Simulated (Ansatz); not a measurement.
# F2H2Si: molecular dynamics

Aim: follow the molecule's vibrations and see whether its bonds hold. The start is relaxed first. Runs: 500 steps of 0.5 fs at constant energy, with velocities drawn for 500 K. SMILES of the start: F[SiH2]F.

Program: Ansatz 0.2.0. Level of theory: RKS PBE/def2-SVP. These are calculated values, not measurements.

**1. The system as given**

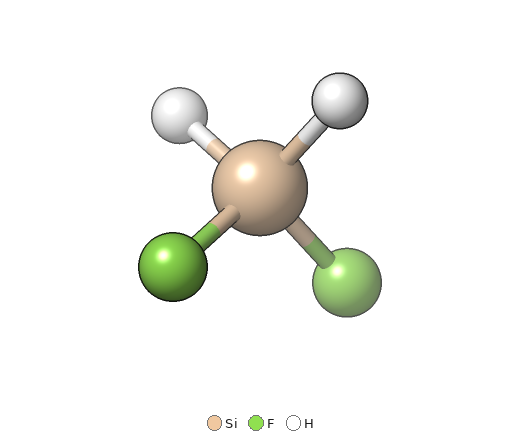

The starting structure, seen from a free direction (silicon light orange, fluorine green, hydrogen white).

As a file:

```xyz
5

Si    0.0000    0.0000    0.0000
F     0.0000    0.0000    1.5900
F     1.4994    0.0000   -0.5295
H    -0.6877    1.1914   -0.4862
H    -0.6877   -1.1914   -0.4862
```

**2. Preparing the start**

Contents of input.yaml:

```yaml
crystal:
  periodic: [false, false, false]
  atoms:
    - { symbol: Si, position_ang: [0.0, 0.0, 0.0] }
    - { symbol: F, position_ang: [0.0, 0.0, 1.59] }
    - { symbol: F, position_ang: [1.4994, 0.0, -0.5295] }
    - { symbol: H, position_ang: [-0.6877, 1.1914, -0.4862] }
    - { symbol: H, position_ang: [-0.6877, -1.1914, -0.4862] }
basis:
  gaussian: { orbitals: def2-SVP }
hamiltonian:
  xc: pbe
relax:
  f_tol: 0.02
  max_steps: 40
output:
  orbitals: {}
```

Run with:

```
> ansatz run input.yaml --threads 1 --pin off --max-ram 2048MiB --backend cpu --events-out ev --progress --plain --runs-dir out
```

After this run come: Dynamics.

**Question.** What will these runs give? Wanted: relaxation of the start; temperature, first and last step; temperature, second half; potential energy, second half; largest change of the total energy; bonds formed or broken.

**Answer**, as computed:

```
                          quantity                         value
           relaxation of the start       3 moves, 0.086 eV lower
                            length           500 steps of 0.5 fs
  temperature, first and last step                  500 and 60 K
          temperature, second half  mean 238 K, from 58 to 436 K
     potential energy, second half   +20 meV/atom from the start
largest change of the total energy                 0.04 meV/atom
            bonds formed or broken                             0
```

In words: The temperature starts at 500 K and averages 238 K in the second half, where it ranges from 58 to 436 K; a mean near half the start is what vibrations about a minimum give, since they share energy equally between motion and strain. The total energy strays from its start by at most 0.04 meV/atom, 0.2 % of the mean kinetic energy, so a step of 0.5 fs is short enough over this time. The bonding pattern survives the run. 250 fs on 5 atoms is far too short and small for converged averages. The nuclei move classically, without zero-point motion, which matters most for hydrogen.
